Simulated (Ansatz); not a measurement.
```json
{"atom": "Sn", "x (Å)": "0.3251", "y (Å)": "0.0000", "z (Å)": "0.0723"}
{"atom": "Cl", "x (Å)": "0.7245", "y (Å)": "0.0000", "z (Å)": "2.3946"}
{"atom": "H", "x (Å)": "1.8721", "y (Å)": "0.0000", "z (Å)": "-0.6654"}
{"atom": "H", "x (Å)": "-0.5646", "y (Å)": "1.4265", "z (Å)": "-0.2665"}
{"atom": "H", "x (Å)": "-0.5646", "y (Å)": "-1.4265", "z (Å)": "-0.2665"}
```

Core potentials replace the inner electrons of Sn.

Computed with Ansatz, RKS PBE/def2-TZVP.

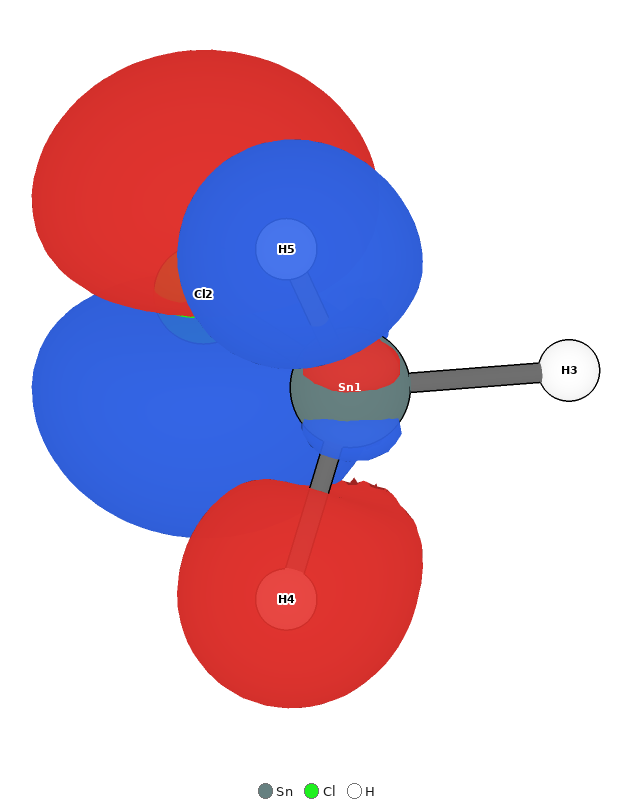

ClH₃Sn. The HOMO at ±0.08 Å⁻³ᐟ² (blue and red are the two phases), seen at an oblique angle.

Where does this orbital lie, and at what energy?

Answer. Its weight (Hirshfeld) is mainly on Cl2 (about 80 %) and Sn1 (about 10 %); largely a lone pair of Cl2. It is one of a degenerate set, so its orientation is arbitrary. Its energy is −7.26 eV.
